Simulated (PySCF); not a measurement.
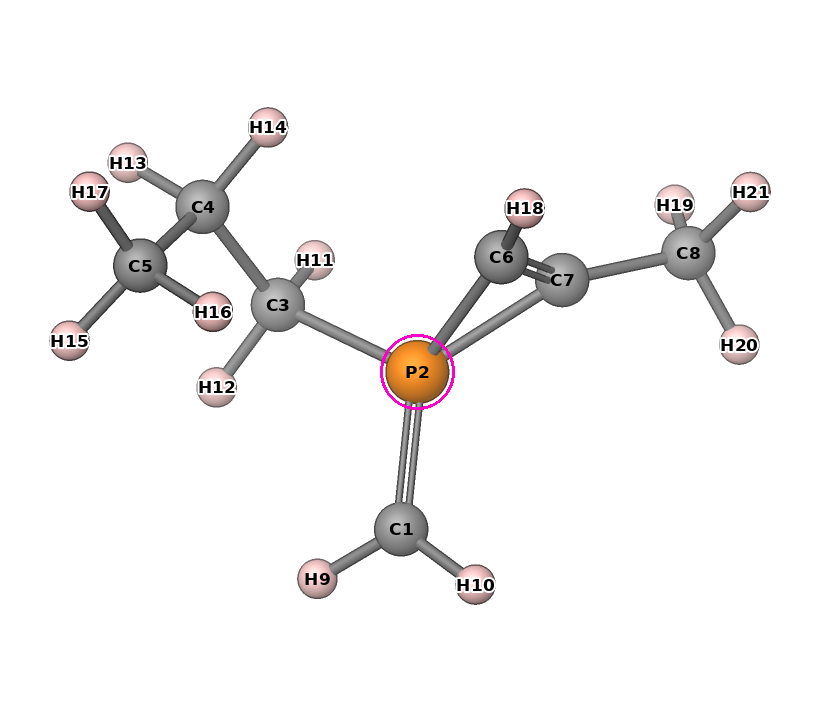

Atoms fade into the background with distance from the viewer. Circles mark the stereogenic atoms. Computed geometry: PBE0-D3(BJ)/def2-SVP optimisation. No frequency run is at hand to confirm it as a minimum.

**What are the Cahn–Ingold–Prelog descriptors?**

P2: R (priorities C7 > C6 > C3 > C1).

**Give a SMILES with the stereochemistry.**

C=[P@@]1(CCC)C=C1C
